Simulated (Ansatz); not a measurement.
# Geometry relaxation, with input and output: C$_{3}$H$_{9}$ClO$_{3}$Si (part 1 of 2)

C$_{3}$H$_{9}$ClO$_{3}$Si, computed with RKS PBE0-D4/STO-3G (Ansatz 0.2.0).

It belongs to a series of runs on one base structure; here: start relaxed. Figures and captions count atoms from 1; the log counts them from 0 in places.

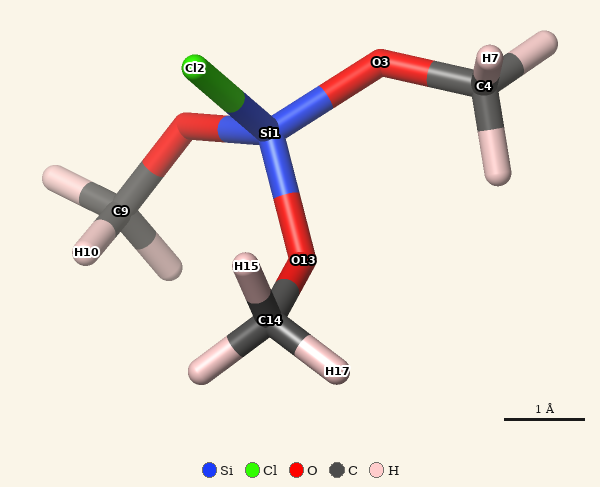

**Figure 1.** The structure as given in the input (stick view, seen at a tilt; atoms are numbered from 1 in the order of the input).

Input file:
```yaml
crystal:
  periodic: [false, false, false]
  atoms:
    - { symbol: Si, position_ang: [0.0, 0.0, 0.0] }
    - { symbol: Cl, position_ang: [0.0, 0.0, 2.13] }
    - { symbol: O, position_ang: [1.5842, 0.0, -0.5594] }
    - { symbol: C, position_ang: [2.3503, -1.1632, -0.836] }
    - { symbol: H, position_ang: [1.7187, -1.9052, -1.3675] }
    - { symbol: H, position_ang: [3.2179, -0.8926, -1.4733] }
    - { symbol: H, position_ang: [2.7141, -1.6023, 0.1163] }
    - { symbol: O, position_ang: [-0.7913, 1.3709, -0.5594] }
    - { symbol: C, position_ang: [-2.1512, 1.4177, -0.9653] }
    - { symbol: H, position_ang: [-2.7687, 0.8215, -0.2614] }
    - { symbol: H, position_ang: [-2.5023, 2.4707, -0.9639] }
    - { symbol: H, position_ang: [-2.2473, 0.9975, -1.9882] }
    - { symbol: O, position_ang: [-0.7913, -1.3709, -0.5594] }
    - { symbol: C, position_ang: [-1.5365, -2.2685, 0.2501] }
    - { symbol: H, position_ang: [-1.2251, -2.1576, 1.3097] }
    - { symbol: H, position_ang: [-2.6187, -2.04, 0.1571] }
    - { symbol: H, position_ang: [-1.349, -3.3106, -0.083] }
basis:
  gaussian: { orbitals: STO-3G }
hamiltonian:
  xc: pbe0
  dispersion: d4
relax:
  f_tol: 0.02
  max_steps: 40
output:
  orbitals: {}
```

Machine: 1 thread of AMD EPYC (Zen 3), 32 GiB of memory available, shared host.

Run as:
```bash
ansatz run input.yaml --threads 1 --pin off --max-ram 2048MiB --backend cpu --events-out ev --progress --plain --runs-dir out
```

The program's output:
```
The last accepted step is kept in [file] (removed where the run ends without a failure and the disk answers)
Engine: ansatz 0.2.0, x86_64-unknown-linux-gnu
Functional definition: PBE0
  parameter a = 0.25
  parameter kappa = 0.804
  parameter beta = 0.06672455060314922
  exchange = (1 - a)*pbe_x(kappa = kappa, mu = beta*pi^2/3) + a*exact_x
  correlation = pbe_c(beta = beta)
828 factors; integrals over basis functions are off by at most 1.4e-5 eV
mean field evaluation 1: about -29430.1354 eV, gradient 3.5e1 eV
mean field evaluation 2: about -29430.9603 eV, gradient 3.4e1 eV
mean field evaluation 4: about -29434.2802 eV, gradient 8.4e-1 eV
mean field evaluation 8: about -29434.2399 eV, gradient 8.5e-3 eV
mean field -29434.23991462 eV, -1081.6883656179 hartree, gradient 4.5e-5 eV, S^2 0.000000; 0 other end points of the search recorded, 0 dependent functions left out
the calculation of the forces begins
reference -29434.23993877 eV, -1081.6883665053 hartree; 41, 41 occupied and 16, 16 virtual orbitals, 828 factors
relax step   1: F+E_penalty+E_count = -29434.62370817 eV  Δ(F+E_penalty+E_count) = +0.000e0 eV  max|allowed force component| = 2.450e0 eV/Å  Δτ_max = 0.0000 Å  (22 SCF iters, accepted)
these checks for a lower state are left out or cut short: starts, cluster_reference, orbital_swaps, neighbouring_geometries, increment
828 factors; integrals over basis functions are off by at most 1.6e-5 eV
mean field evaluation 16: about -29434.6734 eV, gradient 1.3e-1 eV
mean field -29434.62989715 eV, -1081.7026972117 hartree, gradient 1.6e-5 eV, S^2 0.000000; 0 other end points of the search recorded, 0 dependent functions left out
[... from here on the field's lines of each further geometry are left out, up to the last ...]
relax step   2: F+E_penalty+E_count = -29435.01331656 eV  Δ(F+E_penalty+E_count) = -3.896e-1 eV  max|allowed force component| = 6.995e-1 eV/Å  Δτ_max = 0.0820 Å  (25 SCF iters, accepted)
relax step   3: F+E_penalty+E_count = -29435.10297841 eV  Δ(F+E_penalty+E_count) = -8.966e-2 eV  max|allowed force component| = 3.734e-1 eV/Å  Δτ_max = 0.1460 Å  (26 SCF iters, accepted)
relax step   4: F+E_penalty+E_count = -29435.14051469 eV  Δ(F+E_penalty+E_count) = -3.754e-2 eV  max|allowed force component| = 5.255e-1 eV/Å  Δτ_max = 0.1938 Å  (25 SCF iters, accepted)
relax step   5: F+E_penalty+E_count = -29435.17020251 eV  Δ(F+E_penalty+E_count) = -2.969e-2 eV  max|allowed force component| = 4.445e-1 eV/Å  Δτ_max = 0.1831 Å  (26 SCF iters, accepted)
relax step   6: F+E_penalty+E_count = -29435.19565069 eV  Δ(F+E_penalty+E_count) = -2.545e-2 eV  max|allowed force component| = 4.742e-1 eV/Å  Δτ_max = 0.1668 Å  (26 SCF iters, accepted)
relax step   7: F+E_penalty+E_count = -29435.22654421 eV  Δ(F+E_penalty+E_count) = -3.089e-2 eV  max|allowed force component| = 1.712e-1 eV/Å  Δτ_max = 0.1620 Å  (26 SCF iters, accepted)
relax step   8: F+E_penalty+E_count = -29435.23930533 eV  Δ(F+E_penalty+E_count) = -1.276e-2 eV  max|allowed force component| = 1.302e-1 eV/Å  Δτ_max = 0.1251 Å  (25 SCF iters, accepted)
relax step   9: F+E_penalty+E_count = -29435.24190476 eV  Δ(F+E_penalty+E_count) = -2.599e-3 eV  max|allowed force component| = 7.388e-2 eV/Å  Δτ_max = 0.0558 Å  (25 SCF iters, accepted)
relax step  10: F+E_penalty+E_count = -29435.21388437 eV  Δ(F+E_penalty+E_count) = +2.802e-2 eV  max|allowed force component| = 1.100e0 eV/Å  Δτ_max = 0.1950 Å  (24 SCF iters, rejected (line search))
relax step  11: F+E_penalty+E_count = -29435.24483654 eV  Δ(F+E_penalty+E_count) = -2.932e-3 eV  max|allowed force component| = 4.233e-2 eV/Å  Δτ_max = 0.0634 Å  (26 SCF iters, accepted)
relax step  12: F+E_penalty+E_count = -29435.24773186 eV  Δ(F+E_penalty+E_count) = -2.895e-3 eV  max|allowed force component| = 1.535e-1 eV/Å  Δτ_max = 0.0975 Å  (26 SCF iters, accepted)
relax step  13: F+E_penalty+E_count = -29435.24929621 eV  Δ(F+E_penalty+E_count) = -1.564e-3 eV  max|allowed force component| = 9.138e-2 eV/Å  Δτ_max = 0.0296 Å  (27 SCF iters, accepted)
relax step  14: F+E_penalty+E_count = -29435.25091570 eV  Δ(F+E_penalty+E_count) = -1.619e-3 eV  max|allowed force component| = 6.132e-2 eV/Å  Δτ_max = 0.0589 Å  (26 SCF iters, accepted)
relax step  15: F+E_penalty+E_count = -29435.25154566 eV  Δ(F+E_penalty+E_count) = -6.300e-4 eV  max|allowed force component| = 1.151e-1 eV/Å  Δτ_max = 0.0802 Å  (26 SCF iters, accepted)
relax step  16: F+E_penalty+E_count = -29435.25221628 eV  Δ(F+E_penalty+E_count) = -6.706e-4 eV  max|allowed force component| = 6.541e-2 eV/Å  Δτ_max = 0.0141 Å  (28 SCF iters, accepted)
relax step  17: F+E_penalty+E_count = -29435.25269320 eV  Δ(F+E_penalty+E_count) = -4.769e-4 eV  max|allowed force component| = 2.125e-2 eV/Å  Δτ_max = 0.0381 Å  (26 SCF iters, accepted)
relax step  18: F+E_penalty+E_count = -29435.25297448 eV  Δ(F+E_penalty+E_count) = -2.813e-4 eV  max|allowed force component| = 9.490e-3 eV/Å  Δτ_max = 0.0207 Å  (27 SCF iters, accepted)
the calculation of the forces begins
reference -29434.86269784 eV, -1081.7112524792 hartree; 41, 41 occupied and 16, 16 virtual orbitals, 832 factors
relax step  19: F+E_penalty+E_count = -29435.25307857 eV  Δ(F+E_penalty+E_count) = -1.041e-4 eV  max|allowed force component| = 1.812e-2 eV/Å  Δτ_max = 0.0278 Å  (27 SCF iters, accepted)
```

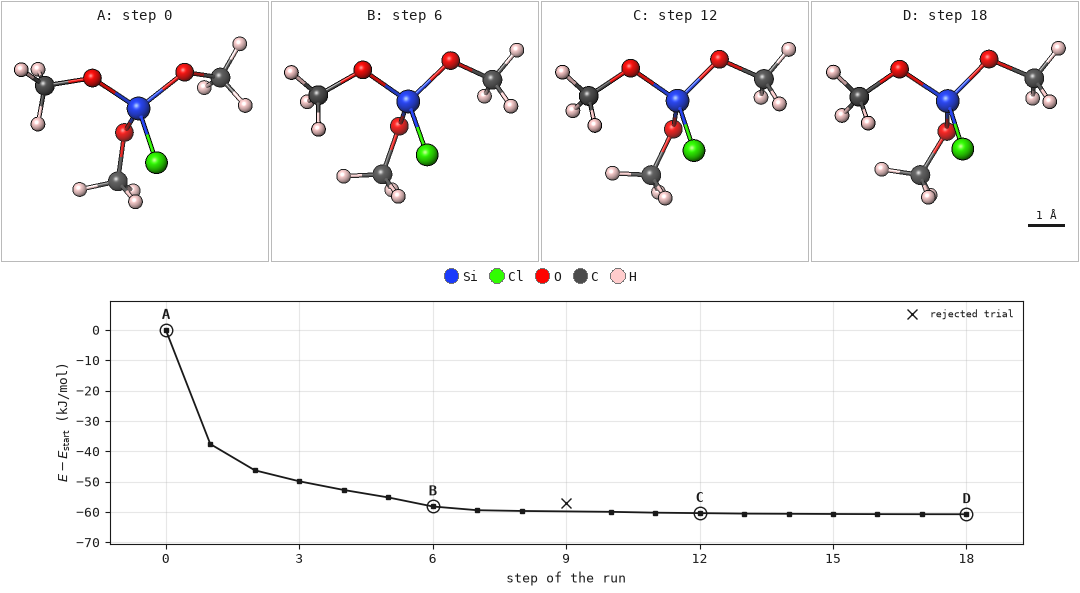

**Figure 2.** Frames of the relaxation (ball-and-stick view, seen at a tilt) above the curves, on which the letters mark them (the first geometry is step 0 here and step 1 in the log).

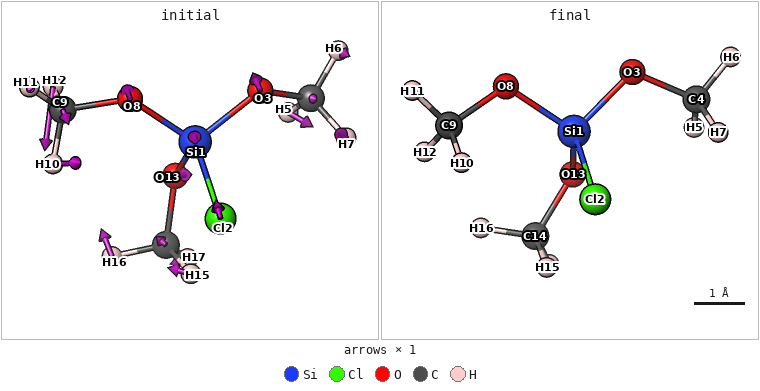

**Figure 3.** Before (left) and after (right) the relaxation, at one scale (ball-and-stick view, seen at a tilt). The pink arrows give the displacements, at true length. The largest move after the best rigid fit is that of H12, 1.36 Å. By element the largest moves are H 1.36 Å, O 0.69 Å, Si 0.47 Å, Cl 0.46 Å, C 0.38 Å. Among the contacts that change: O3–C4 1.420 → 1.455 Å, O13–C14 1.420 → 1.451 Å, Si1–O13 1.679 → 1.691 Å, C4–H6 1.110 → 1.104 Å. Among the angles that change: Si1–O3–C4 125.0° → 112.0°, Si1–O8–C9 125.0° → 114.5°, Si1–O13–C14 125.0° → 115.5°. After 18 geometry steps the energy has fallen by 60.7 kJ/mol. The largest force component goes from 2.5 to 0.018 eV/Å. The line search rejected the trial step at point 9 (counted from 0) and went back. (Atoms are counted from 1 in the order of the input.)

```
832 factors; integrals over basis functions are off by at most 2.5e-5 eV
mean field -29434.86267468 eV, -1081.7112516281 hartree, gradient 8.7e-6 eV, S^2 0.000000; 1 other end points of the search recorded, 0 dependent functions left out
the calculation of the forces begins
reference -29434.86269784 eV, -1081.7112524792 hartree; 41, 41 occupied and 16, 16 virtual orbitals, 832 factors
Total energy: -29435.25310173 eV, -1081.7255995575 hartree
Atom 0 at     0.019094    -0.191650    -0.418638 Å, force    -0.006099     0.001203    -0.004758 eV/Å
Atom 1 at     0.006075     0.035114     1.698195 Å, force     0.001589     0.001711     0.005848 eV/Å
Atom 2 at     1.556178    -0.008031    -1.080649 Å, force     0.006440    -0.005428    -0.000560 eV/Å
Atom 3 at     2.466919    -1.057074    -0.646497 Å, force    -0.001402     0.001689     0.004947 eV/Å
Atom 4 at     2.103874    -2.075068    -0.894033 Å, force     0.000915     0.001417    -0.000049 eV/Å
Atom 5 at     3.423197    -0.896294    -1.175086 Å, force     0.001211     0.000885    -0.001163 eV/Å
Atom 6 at     2.669261    -1.020767     0.443655 Å, force    -0.000282    -0.001177    -0.004161 eV/Å
Atom 7 at    -0.823548     1.079950    -1.138065 Å, force    -0.015614    -0.001427     0.009071 eV/Å
Atom 8 at    -2.141762     1.322022    -0.578324 Å, force     0.004834    -0.006008    -0.002966 eV/Å
Atom 9 at    -2.142135     1.377971     0.529181 Å, force     0.001709    -0.001308    -0.007351 eV/Å
Atom 10 at    -2.487316     2.296514    -0.967831 Å, force    -0.000051    -0.000718    -0.000374 eV/Å
Atom 11 at    -2.884331     0.556727    -0.884803 Å, force     0.006916     0.006517     0.003163 eV/Å
Atom 12 at    -0.493253    -1.760817    -0.784174 Å, force    -0.004570     0.001962     0.004064 eV/Å
Atom 13 at    -1.676482    -2.212325    -0.076792 Å, force    -0.006389     0.004107     0.005246 eV/Å
Atom 14 at    -1.639353    -2.002474     1.011548 Å, force    -0.000240    -0.004033    -0.018122 eV/Å
Atom 15 at    -2.610370    -1.768926    -0.480075 Å, force     0.013546    -0.007416     0.005107 eV/Å
Atom 16 at    -1.742249    -3.307471    -0.211210 Å, force    -0.002513     0.008026     0.002059 eV/Å
Dipole moment:    -0.282511    -0.268509    -0.187016 e Å
```
